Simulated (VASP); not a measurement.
Band structure of TcSe (space group I4_1md). Calculation: PBE GGA, VASP's PBE PAW potentials (set 64) (plane waves; VASP 6.6.1).

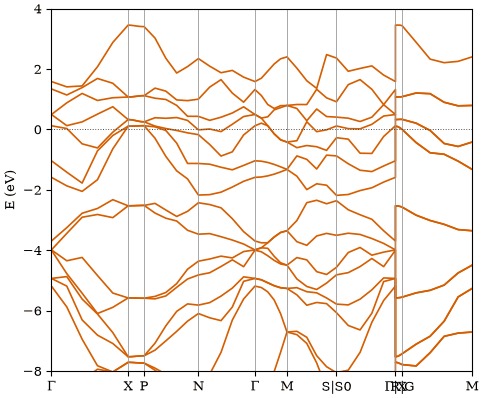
Figure. Bands along high-symmetry lines, zero at the valence-band maximum or, without a gap, the Fermi level

Task: Read the plot: is there a gap, and where are the band edges?

Result: It has no gap at this level: it comes out as a metal or semimetal.

The structure was generated: TcSe was put into an ordered model structure, which need not be its known phase. The cell was not relaxed at this level. The k-mesh is coarse (spacing up to 0.54 per Å, 2π included), so the numbers may not be converged in it.
